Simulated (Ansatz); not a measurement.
## F on Ta(110): change of the work function

Wanted: Δφ(θ) for F/Ta(110), starting from the hollow site.

Method: plane-wave DFT, PBE, Ansatz PAW, in Ansatz 0.2.0.

## (1) The structure

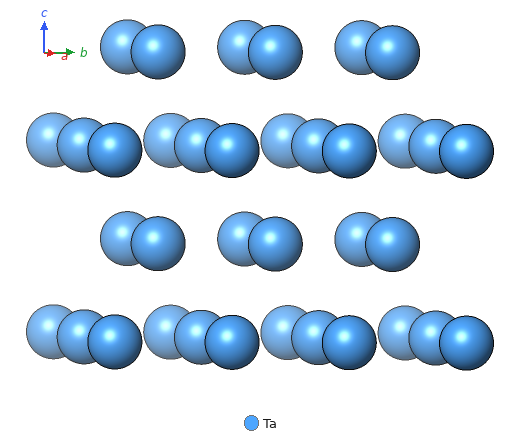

Start, viewed from the side, with the c axis up; tantalum blue. 2×3×1 cells are drawn. Some periodic images of atoms are drawn too.

The cell holds 4 atoms: 4 Ta. Cell: a = 2.867 Å, b = 2.867 Å, c = 25.022 Å, α = 90.0°, β = 90.0°, γ = 70.5°. Vacuum lies along c.

## (2) The clean slab

The bare slab comes first, as the zero from which every change is counted. The two lowest layers are held at bulk places and the upper ones relax. The dipole correction removes the false field that a one-sided slab makes across the periodic vacuum, so each face gets a flat vacuum level of its own.

Contents of input.yaml:

```yaml
crystal:
  lattice:
    - [2.3405234457, -1.655, 0.0]
    - [2.3405234457, 1.655, 0.0]
    - [0.0, 0.0, 25.0215703372]
  atoms:
    - { symbol: Ta, position: [0.0, 0.0, 0.3596896549] }
    - { symbol: Ta, position: [0.5, 0.5, 0.453229885] }
    - { symbol: Ta, position: [0.0, 0.0, 0.546770115] }
    - { symbol: Ta, position: [0.5, 0.5, 0.6403103451] }
kpoints:
  mp_grid: { grid: [12, 12, 1] }
hamiltonian:
  xc: pbe
scf:
  occupations: { method: fermi_dirac, width: 0.1 }
  convergence: { dr2_threshold: 1.0e-08 }
efield:
  axis: 3
  dipole_correction: true
  ramp_position: 0.97
  ramp_width: 0.06
relax:
  f_tol: 0.02
  max_steps: 60
  constraints: [{ sites: [0, 1] }]
output:
  write_potential: true
  write_density: true
  volumetric_format: npy
```

Command:

```
$ ansatz run input.yaml --threads 4 --pin off --max-ram 6144MiB --backend cpu --events-out ev --progress --plain --runs-dir out
```

Numbers of over 12 decimals in the logs are rounded to 6 here.

Output:

```text
Engine: ansatz 0.2.0, aarch64-unknown-linux-gnu
Pseudopotentials: kind: paw
Pseudopotential: Ta, paw, valence charge 13, recommended cutoff 420 eV (normal), Ta.paw.azcp
Functional definition: PBE
  parameter kappa = 0.804
  parameter beta = 0.066725
  exchange = pbe_x(kappa = kappa, mu = beta*pi^2/3)
  correlation = pbe_c(beta = beta)
Crystal: 4 atoms, lattice volume = 193.845 Å³
Basis set: ecut = 420 eV, 3793 PW (Γ), exchange–correlation on 40×40×360 points (8 copies of the dense FFT grid, shifted against one another)
Bands: 32, of which v1, the nominal top of the filled ones, is band 26 counted from 1 (25 counted from 0)
Symmetry: 4 space group operations
k-points: 43 of 144
Non-local potential: Ta, projectors of the file, l = 0: 3, l = 1: 2, l = 2: 2, l = 3: 1
PAW form: soft (Blöchl's): semilocal exchange-correlation on the pseudo side does not see the compensation charge
PAW one-centre angular grid: Ta, 590 points (default); XC on 64 Gauss nodes
Initial density: superposition of atomic densities (neutral atoms: chi_scale 0, normalization atom), corrected by the library's trained network
Initial wavefunctions: pseudopotential atomic-orbital guess
Functional: x = pbe(κ = 0.804, μ = 0.219515), c = pbe(β = 0.066725)
SCF iter   1: F=—  HF=-39726.805781 eV  |F-HF|=—  |Δ(HF+E_count)|=         —  Δρ=5.76e-3  dr2=1.31e0  ethr=1.77e-3  p=0.000 e·Å  D=2.87e-15 V/Å  ΔV_dip=-0.00 eV  dr2_dipole=3.97e-7  V_vac-E_F(+/−)=4.99/4.99 eV  ⟨swp⟩=7.2  Hψ=6700  notcnv=0
efield: sawtooth ramp at fractional position 0.9700 (set: `efield.ramp_position`, or a place that a band, a saddle search or an elastic batch's reference lends), width 0.0600; the density the first Hamiltonian is built on has a dipole p = 0.000 e·Å; the dipole correction subtracts the counter field D = 2.87e-15 V/Å, which shifts the + side's vacuum level by -0.00 eV against the − side's; the planar-averaged density in the ramp window peaks in size at 1.7e-5 e/Å³
preconditioner: auto → LDOS  [metal: Δε(μ)=0.027 eV  Ē_g=3.845 eV  σ=0.100 eV  W_gap=0.07  n_scr=16 (ndim 8)  ℏωp=11.9 eV  f_vac=0.544  D(μ)=5.69/eV (n_scr^D=18)  β→1.0]
SCF iter   2: F=—  HF=-39726.762829 eV  |F-HF|=—  |Δ(HF+E_count)|=   4.30e-2  Δρ=1.63e-3  dr2=8.36e-3  ethr=1.77e-3  p=0.000 e·Å  D=1.67e-5 V/Å  ΔV_dip=-0.00 eV  dr2_dipole=3.15e-7  V_vac-E_F(+/−)=4.81/4.81 eV  ⟨swp⟩=1.4  Hψ=1741  notcnv=0
SCF iter   3: F=—  HF=-39726.763830 eV  |F-HF|=—  |Δ(HF+E_count)|=   1.00e-3  Δρ=5.10e-4  dr2=2.77e-3  ethr=1.61e-5  p=0.000 e·Å  D=3.06e-6 V/Å  ΔV_dip=-0.00 eV  dr2_dipole=3.35e-9  V_vac-E_F(+/−)=4.83/4.83 eV  ⟨swp⟩=2.9  Hψ=2823  notcnv=0
SCF iter   4: F=—  HF=-39726.763797 eV  |F-HF|=—  |Δ(HF+E_count)|=   3.32e-5  Δρ=1.73e-4  dr2=1.10e-4  ethr=5.34e-6  p=0.000 e·Å  D=2.16e-6 V/Å  ΔV_dip=-0.00 eV  dr2_dipole=4.75e-12  V_vac-E_F(+/−)=4.82/4.82 eV  ⟨swp⟩=2.3  Hψ=2226  notcnv=0
SCF iter   5: F=—  HF=-39726.763802 eV  |F-HF|=—  |Δ(HF+E_count)|=   5.00e-6  Δρ=5.33e-5  dr2=4.45e-6  ethr=2.12e-7  p=0.000 e·Å  D=1.34e-6 V/Å  ΔV_dip=-0.00 eV  dr2_dipole=4.23e-11  V_vac-E_F(+/−)=4.81/4.81 eV  ⟨swp⟩=2.5  Hψ=2216  notcnv=0
SCF iter   6: F=—  HF=-39726.763676 eV  |F-HF|=—  |Δ(HF+E_count)|=   1.25e-4  Δρ=2.05e-5  dr2=1.62e-6  ethr=8.57e-9  p=0.000 e·Å  D=6.97e-7 V/Å  ΔV_dip=-0.00 eV  dr2_dipole=2.92e-13  V_vac-E_F(+/−)=4.81/4.81 eV  ⟨swp⟩=2.7  Hψ=2519  notcnv=0
SCF iter   7: F=—  HF=-39726.763677 eV  |F-HF|=—  |Δ(HF+E_count)|=   4.16e-7  Δρ=5.04e-6  dr2=4.42e-8  ethr=3.12e-9  p=0.000 e·Å  D=3.02e-7 V/Å  ΔV_dip=-0.00 eV  dr2_dipole=1.73e-12  V_vac-E_F(+/−)=4.81/4.81 eV  ⟨swp⟩=2.7  Hψ=2586  notcnv=0
SCF iter   8: F=-39726.763677 eV  HF=-39726.763677 eV  |F-HF|=1.95e-8  |Δ(HF+E_count)|=   7.49e-8  Δρ=1.58e-6  dr2=3.85e-9  ethr=1.92e-11  p=0.000 e·Å  D=1.31e-7 V/Å  ΔV_dip=-0.00 eV  dr2_dipole=1.82e-13  V_vac-E_F(+/−)=4.81/4.81 eV  ⟨swp⟩=10.9  Hψ=10415  notcnv=0
SCF 1 converged in 8 iterations: F = -39726.763677 eV  dr2 = 3.85e-9
  greatest PAW one-centre occupation: 0.999 electrons in one spin orbital (limit 2), on the Ta atom at site 0 (counted from 0), in its partial waves of l = 0
relax step   1: F+E_penalty+E_count = -39726.76367691 eV  Δ(F+E_penalty+E_count) = +0.000e0 eV  max|allowed force component| = 4.148e-1 eV/Å  Δτ_max = 0.0000 Å  (8 SCF iters, accepted)
Initial density: handed on by an earlier stage of this run
Initial wavefunctions: those handed on with the density
iter 1 solved again at ethr=2.39e-3 eV; its pass at ethr=3.10e-3 eV (dr2=1.24e0 eV) is discarded
SCF iter   1: F=—  HF=-39726.839725 eV  |F-HF|=—  |Δ(HF+E_count)|=         —  Δρ=9.90e-3  dr2=1.15e0  ethr=2.39e-3  p=0.000 e·Å  D=1.07e-6 V/Å  ΔV_dip=-0.00 eV  dr2_dipole=5.18e-3  V_vac-E_F(+/−)=4.85/4.85 eV  ⟨swp⟩=1.1  Hψ=5524  notcnv=0
efield: sawtooth ramp at fractional position 0.9700 (set: `efield.ramp_position`, or a place that a band, a saddle search or an elastic batch's reference lends), width 0.0600; the density the first Hamiltonian is built on has a dipole p = 0.000 e·Å; the dipole correction subtracts the counter field D = 1.07e-6 V/Å, which shifts the + side's vacuum level by -0.00 eV against the − side's; the planar-averaged density in the ramp window peaks in size at 9.3e-6 e/Å³
preconditioner: auto → LDOS  [metal: Δε(μ)=0.002 eV  Ē_g=3.957 eV  σ=0.100 eV  W_gap=0.00  n_scr=16 (ndim 8)  ℏωp=11.9 eV  f_vac=0.555  D(μ)=5.52/eV (n_scr^D=18)  β→1.0]
SCF iter   2: F=—  HF=-39726.769057 eV  |F-HF|=—  |Δ(HF+E_count)|=   7.07e-2  Δρ=5.59e-3  dr2=2.66e-1  ethr=2.21e-3  p=0.012 e·Å  D=1.12e-2 V/Å  ΔV_dip=-0.28 eV  dr2_dipole=6.71e-3  V_vac-E_F(+/−)=4.53/4.81 eV  ⟨swp⟩=3.0  Hψ=2184  notcnv=0
SCF iter   3: F=—  HF=-39726.745759 eV  |F-HF|=—  |Δ(HF+E_count)|=   2.33e-2  Δρ=1.82e-3  dr2=2.99e-2  ethr=5.11e-4  p=0.006 e·Å  D=5.53e-3 V/Å  ΔV_dip=-0.14 eV  dr2_dipole=1.11e-3  V_vac-E_F(+/−)=4.69/4.83 eV  ⟨swp⟩=3.1  Hψ=2953  notcnv=0
SCF iter   4: F=—  HF=-39726.742032 eV  |F-HF|=—  |Δ(HF+E_count)|=   3.73e-3  Δρ=4.37e-4  dr2=8.85e-4  ethr=5.74e-5  p=0.006 e·Å  D=5.97e-3 V/Å  ΔV_dip=-0.15 eV  dr2_dipole=2.49e-5  V_vac-E_F(+/−)=4.67/4.82 eV  ⟨swp⟩=2.3  Hψ=2120  notcnv=0
SCF iter   5: F=—  HF=-39726.742227 eV  |F-HF|=—  |Δ(HF+E_count)|=   1.95e-4  Δρ=1.46e-4  dr2=1.02e-4  ethr=1.70e-6  p=0.006 e·Å  D=5.82e-3 V/Å  ΔV_dip=-0.15 eV  dr2_dipole=1.05e-5  V_vac-E_F(+/−)=4.68/4.82 eV  ⟨swp⟩=2.2  Hψ=2050  notcnv=0
SCF iter   6: F=—  HF=-39726.742256 eV  |F-HF|=—  |Δ(HF+E_count)|=   2.93e-5  Δρ=4.66e-5  dr2=2.46e-5  ethr=1.96e-7  p=0.006 e·Å  D=5.53e-3 V/Å  ΔV_dip=-0.14 eV  dr2_dipole=6.35e-6  V_vac-E_F(+/−)=4.68/4.82 eV  ⟨swp⟩=2.4  Hψ=2107  notcnv=0
SCF iter   7: F=—  HF=-39726.742246 eV  |F-HF|=—  |Δ(HF+E_count)|=   1.02e-5  Δρ=1.66e-5  dr2=2.34e-6  ethr=4.72e-8  p=0.006 e·Å  D=5.42e-3 V/Å  ΔV_dip=-0.14 eV  dr2_dipole=1.74e-8  V_vac-E_F(+/−)=4.69/4.82 eV  ⟨swp⟩=2.3  Hψ=1764  notcnv=0
SCF iter   8: F=—  HF=-39726.742124 eV  |F-HF|=—  |Δ(HF+E_count)|=   1.22e-4  Δρ=4.53e-6  dr2=6.34e-8  ethr=4.51e-9  p=0.006 e·Å  D=5.34e-3 V/Å  ΔV_dip=-0.13 eV  dr2_dipole=2.64e-9  V_vac-E_F(+/−)=4.69/4.82 eV  ⟨swp⟩=2.0  Hψ=1815  notcnv=0
SCF iter   9: F=—  HF=-39726.742124 eV  |F-HF|=—  |Δ(HF+E_count)|=   6.07e-8  Δρ=1.58e-6  dr2=1.93e-8  ethr=1.92e-11  p=0.006 e·Å  D=5.32e-3 V/Å  ΔV_dip=-0.13 eV  dr2_dipole=5.06e-9  V_vac-E_F(+/−)=4.69/4.82 eV  ⟨swp⟩=11.3  Hψ=10973  notcnv=0
SCF iter  10: F=-39726.742124 eV  HF=-39726.742124 eV  |F-HF|=1.79e-9  |Δ(HF+E_count)|=   1.34e-8  Δρ=5.81e-7  dr2=1.34e-9  ethr=1.92e-11  p=0.006 e·Å  D=5.31e-3 V/Å  ΔV_dip=-0.13 eV  dr2_dipole=4.40e-10  V_vac-E_F(+/−)=4.69/4.82 eV  ⟨swp⟩=10.0  Hψ=9405  notcnv=0
SCF 2 converged in 10 iterations: F = -39726.742124 eV  dr2 = 1.34e-9
  greatest PAW one-centre occupation: 1.000 electrons in one spin orbital (limit 2), on the Ta atom at site 3 (counted from 0), in its partial waves of l = 0
relax step   2: F+E_penalty+E_count = -39726.74212442 eV  Δ(F+E_penalty+E_count) = +2.155e-2 eV  max|allowed force component| = 7.793e-1 eV/Å  Δτ_max = 0.1926 Å  (10 SCF iters, rejected (line search))
iter 1 solved again at ethr=8.38e-4 eV; its pass at ethr=3.10e-3 eV (dr2=4.36e-1 eV) is discarded
SCF iter   1: F=—  HF=-39726.815846 eV  |F-HF|=—  |Δ(HF+E_count)|=         —  Δρ=5.63e-3  dr2=4.24e-1  ethr=8.38e-4  p=0.006 e·Å  D=5.31e-3 V/Å  ΔV_dip=-0.13 eV  dr2_dipole=4.73e-3  V_vac-E_F(+/−)=4.67/4.80 eV  ⟨swp⟩=1.2  Hψ=4821  notcnv=0
efield: sawtooth ramp at fractional position 0.9700 (set: `efield.ramp_position`, or a place that a band, a saddle search or an elastic batch's reference lends), width 0.0600; the density the first Hamiltonian is built on has a dipole p = 0.006 e·Å; the dipole correction subtracts the counter field D = 5.31e-3 V/Å, which shifts the + side's vacuum level by -0.13 eV against the − side's; the planar-averaged density in the ramp window peaks in size at 5.6e-6 e/Å³
preconditioner: auto → LDOS  [metal: Δε(μ)=0.011 eV  Ē_g=3.847 eV  σ=0.100 eV  W_gap=0.03  n_scr=16 (ndim 8)  ℏωp=11.9 eV  f_vac=0.548  D(μ)=5.97/eV (n_scr^D=30)  β→1.0]
SCF iter   2: F=—  HF=-39726.790129 eV  |F-HF|=—  |Δ(HF+E_count)|=   2.57e-2  Δρ=3.00e-3  dr2=5.27e-2  ethr=8.15e-4  p=-0.002 e·Å  D=-1.66e-3 V/Å  ΔV_dip=0.04 eV  dr2_dipole=2.68e-3  V_vac-E_F(+/−)=4.86/4.82 eV  ⟨swp⟩=2.7  Hψ=2118  notcnv=0
SCF iter   3: F=—  HF=-39726.784849 eV  |F-HF|=—  |Δ(HF+E_count)|=   5.28e-3  Δρ=1.14e-3  dr2=1.41e-2  ethr=1.01e-4  p=0.002 e·Å  D=2.13e-3 V/Å  ΔV_dip=-0.05 eV  dr2_dipole=1.26e-3  V_vac-E_F(+/−)=4.77/4.82 eV  ⟨swp⟩=2.8  Hψ=2591  notcnv=0
SCF iter   4: F=—  HF=-39726.783334 eV  |F-HF|=—  |Δ(HF+E_count)|=   1.52e-3  Δρ=3.41e-4  dr2=1.45e-3  ethr=2.72e-5  p=0.002 e·Å  D=1.77e-3 V/Å  ΔV_dip=-0.04 eV  dr2_dipole=2.49e-4  V_vac-E_F(+/−)=4.77/4.82 eV  ⟨swp⟩=2.0  Hψ=1772  notcnv=0
SCF iter   5: F=—  HF=-39726.783268 eV  |F-HF|=—  |Δ(HF+E_count)|=   6.56e-5  Δρ=1.01e-4  dr2=7.32e-5  ethr=2.78e-6  p=0.002 e·Å  D=1.73e-3 V/Å  ΔV_dip=-0.04 eV  dr2_dipole=4.36e-6  V_vac-E_F(+/−)=4.77/4.82 eV  ⟨swp⟩=2.1  Hψ=1774  notcnv=0
SCF iter   6: F=—  HF=-39726.783249 eV  |F-HF|=—  |Δ(HF+E_count)|=   1.90e-5  Δρ=2.91e-5  dr2=2.16e-6  ethr=1.41e-7  p=0.002 e·Å  D=1.85e-3 V/Å  ΔV_dip=-0.05 eV  dr2_dipole=9.87e-8  V_vac-E_F(+/−)=4.77/4.82 eV  ⟨swp⟩=2.8  Hψ=2503  notcnv=0
SCF iter   7: F=—  HF=-39726.783127 eV  |F-HF|=—  |Δ(HF+E_count)|=   1.22e-4  Δρ=1.01e-5  dr2=3.48e-7  ethr=4.15e-9  p=0.002 e·Å  D=1.92e-3 V/Å  ΔV_dip=-0.05 eV  dr2_dipole=1.11e-8  V_vac-E_F(+/−)=4.77/4.82 eV  ⟨swp⟩=2.3  Hψ=2301  notcnv=0
SCF iter   8: F=—  HF=-39726.783127 eV  |F-HF|=—  |Δ(HF+E_count)|=   2.34e-7  Δρ=2.98e-6  dr2=4.09e-8  ethr=6.70e-10  p=0.002 e·Å  D=1.98e-3 V/Å  ΔV_dip=-0.05 eV  dr2_dipole=1.09e-10  V_vac-E_F(+/−)=4.77/4.82 eV  ⟨swp⟩=2.3  Hψ=2073  notcnv=0
SCF iter   9: F=-39726.783127 eV  HF=-39726.783127 eV  |F-HF|=3.39e-9  |Δ(HF+E_count)|=   3.83e-8  Δρ=1.03e-6  dr2=5.51e-9  ethr=1.92e-11  p=0.002 e·Å  D=1.99e-3 V/Å  ΔV_dip=-0.05 eV  dr2_dipole=6.10e-10  V_vac-E_F(+/−)=4.77/4.82 eV  ⟨swp⟩=10.8  Hψ=10464  notcnv=0
SCF 3 converged in 9 iterations: F = -39726.783127 eV  dr2 = 5.51e-9
relax step   3: F+E_penalty+E_count = -39726.78312741 eV  Δ(F+E_penalty+E_count) = -1.945e-2 eV  max|allowed force component| = 1.779e-2 eV/Å  Δτ_max = 0.0888 Å  (9 SCF iters, accepted)
NSCF: frozen V_eff on 43 k-points
the band table was solved once a step of the walk had ended and its energy, with any forces and stress, was formed, with the checks that follow a solve (7258 applications of the Hamiltonian). They found nothing against the state; the energy, forces and stress were not computed again (output.eigenvalues in the input reference)
WARN: The output density's exchange-correlation potential varies sharply where the density is thin. Do not read a vacuum level from v_tot or v_xc, or from such a field of the output density. On a cell that repeats whose density bears no net charge and no dipole along the vacuum's axis use v_es (v_loc + v_h of the components); under efield.dipole_correction with no amplitude use v_es + v_field, which holds any externa [...]
SCF converged after 9 iterations
Free energy (F): -39726.783127 eV
Harris-Foulkes:  -39726.783127 eV  (|F-HF|=3.39e-9)
Internal energy: -39726.594280 eV  (E = F + TS)
E sigma→0 (E₀):  -39726.688704 eV
Entropy (-TS):   -0.188848 eV (-47.212 meV/atom)
Fermi energy:    4.106388 eV
Dipole field:    D = 0.002028 V/Å  (p = 0.002172 e·Å, saw-weighted, corrected)
Work function:   Φ+ = 4.7668 eV   Φ− = 4.8176 eV
Levels:          The Fermi level and band energies are counted from a zero that moves with the ramp; work functions are not
--- Per-component energies (eV) ---
  E_band       = -1175.816873
  E_kinetic    = 1457.922004
  E_local      = -55624.545187  (includes V_loc(G=0)·N_el)
  E_nonlocal   = 59.651063
  E_hartree    = 27096.646443
  E_xc         = -870.143284
  E_vxc        = -811.251716  (∫ρ·V_xc dr)
  E_paw        = -33585.914433  (= ΣΔE_a)
  E_vpaw       = -450.895849  (= ΣTr[D̂ρ^β])
  E_aug_tail   = 0.000571  (compensation charges beyond the density's cutoff)
  E_efield     = 0.000002  (sawtooth field / dipole correction)
  E_vefield    = 0.002282  (∫n·V_field dr)
  E_ewald      = 21739.788541
  E_smearing   = -0.188848  (= −TS)
  E_closure    = -0.000000  (closes the sum)
  Σ components = -39726.783127   (vs F -39726.783127, Δ=0.00e0)
--- Forces (eV/Å), atoms counted from 1 ---
  atom   1  Ta     0.00000000     0.00000000     0.43128867
  atom   2  Ta     0.00000000     0.00000000    -0.43322402
  atom   3  Ta     0.00000000     0.00000000    -0.01585177
  atom   4  Ta     0.00000000     0.00000000     0.01778526
  max |Σ_I F_I| component: 1.87e-6 eV/Å
--- Band table (eV; the first three rows and the last of 43) ---
  k-point 0: bands = [... 22 lower, 3.5859, 3.8018, 3.9092, 4.4738, 4.5203, 4.6621, 5.1191, 5.3470, ... 2 higher]
  k-point 1: bands = [... 22 lower, 3.5025, 3.7840, 3.9078, 4.2606, 4.4534, 4.7338, 5.0508, 5.2065, ... 2 higher]
  k-point 2: bands = [... 22 lower, 3.3305, 3.6231, 3.8165, 3.9022, 4.1304, 4.4107, 5.2264, 5.4658, ... 2 higher]
  k-point 42: bands = [... 22 lower, 2.9030, 3.3565, 4.2352, 5.6752, 5.9858, 6.4812, 6.5254, 6.5718, ... 2 higher]
--- Relaxed structure (3 steps of the walk, 2 accepted, 0 SCFs on fresh bases) ---
  F+E_penalty+E_count = -39726.78312741 eV   max|allowed force component| = 1.779e-2 eV/Å
  atoms:
    - { symbol: Ta, position: [0.0, 0.0, 0.3596896549] }
    - { symbol: Ta, position: [0.5, 0.5, 0.453230] }
    - { symbol: Ta, position: [0.0, 0.0, 0.546866] }
    - { symbol: Ta, position: [0.5, 0.5, 0.636762] }
```

The job ended after 19 s (4 threads of Arm Neoverse V1, shared host; peak memory 0.57 GiB; 75 s of CPU time).

The steps of the relaxation:

```
step  energy less that of the first step (eV)  largest force component (eV/Å)
   1                                   0.0000                          0.4148
   2                                   0.0216                          0.7793
   3                                  -0.0194                          0.0178
```

Relaxation step 2 was tried and not accepted.

Forces are held to the 4 operations that the run works with; a distortion that breaks them can't arise in this run.

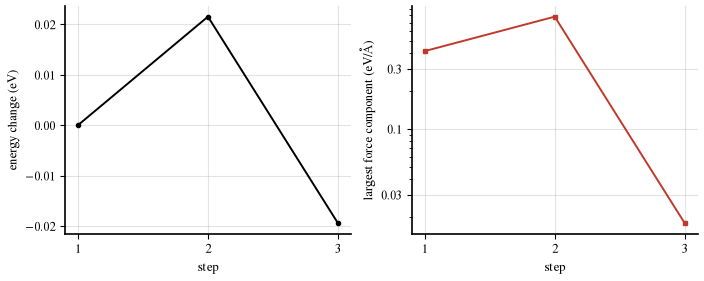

Energy and largest force along the relaxation.

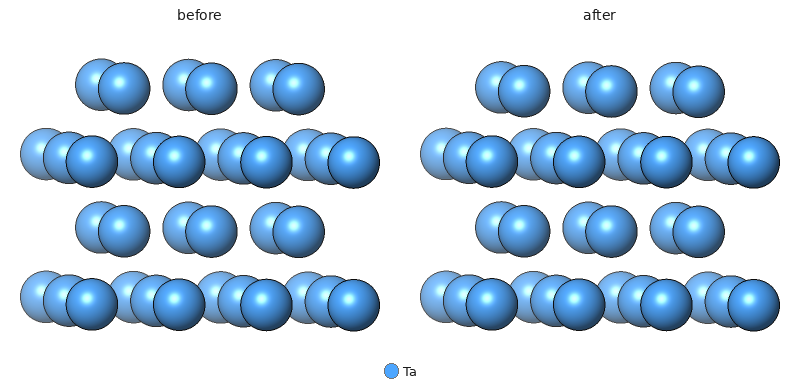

The structure before and after the relaxation, drawn at the same scale.

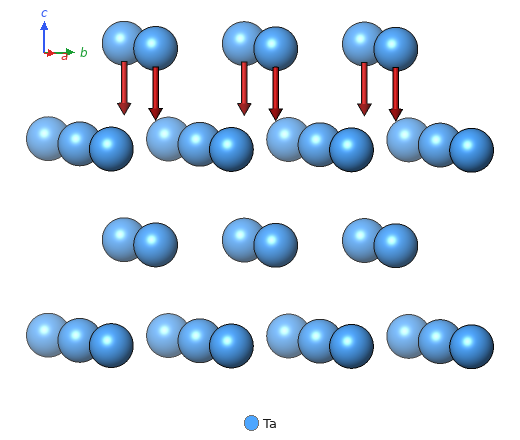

Displacements in the relaxation, exaggerated; the longest in the cell stands for 0.09 Å. 2×3×1 cells are drawn. Some periodic images of atoms are drawn too.

The atoms that moved most (Å):

```
atom     dx     dy      dz  length
 Ta4  0.000  0.000  -0.089   0.089
```

Final coordinates:

```cif
data_structure
_symmetry_space_group_name_H-M 'P 1'
_symmetry_Int_Tables_number 1
_cell_length_a 2.8665
_cell_length_b 2.8665
_cell_length_c 25.0216
_cell_angle_alpha 90.000
_cell_angle_beta 90.000
_cell_angle_gamma 70.529
_cell_volume 193.85
loop_
_atom_site_label
_atom_site_type_symbol
_atom_site_fract_x
_atom_site_fract_y
_atom_site_fract_z
_atom_site_occupancy
Ta1 Ta 0.00000 0.00000 0.35969 1
Ta2 Ta 0.50000 0.50000 0.45323 1
Ta3 Ta 0.00000 0.00000 0.54687 1
Ta4 Ta 0.50000 0.50000 0.63676 1
```

This step gave:

```
energy at zero smearing        : -39726.6887 eV
work function, upper face      : 4.767 eV
work function, lower face      : 4.818 eV
dipole along the normal        : 0.002172 e·Å
step between the vacuum levels : -0.05074 eV
```

Running mean over 2.341 Å of the planar mean; the ramp of the sawtooth is left out. Table of electron's electrostatic potential energy less the Fermi level by z:

```
z (Å)  electron's electrostatic potential energy less the Fermi level (eV)
    4                                                                 4.82
    6                                                                 4.62
    8                                                                -5.19
   10                                                                -10.0
   12                                                                -9.96
   14                                                                -10.3
   16                                                                -10.1
   18                                                                 3.18
   20                                                                 4.75
```

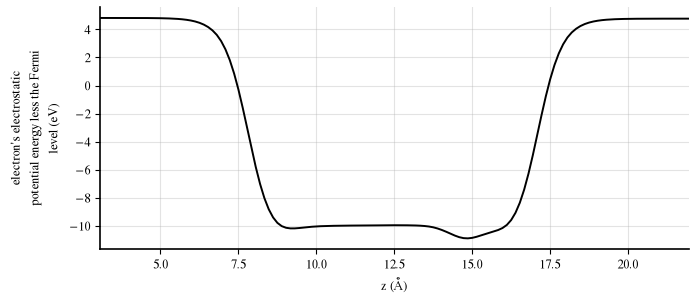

Electron's electrostatic potential energy less the Fermi level, plotted against z.

The relaxation took 3 steps and lowered the energy by 0.019 eV; the largest force on the free atoms ends at 0.018 eV/Å.

The work function of the upper face is 4.77 eV.

[end of part 1 of 3]

[Logs are printed without paths, hosts, clocks, repeated set-up lines and the standing remarks that a program may print on its own settings, such as how far it seeks lower states.]

[Hosts, paths, dates, database ids (printed as entryN), source tags and the programs' standing remarks are cut or masked in the printed files.]

[Maps of the electrostatic potential energy from Ansatz leave out the sawtooth potential of an applied field or a dipole correction, so their vacuum need not be flat; planar profiles and work functions include it.]
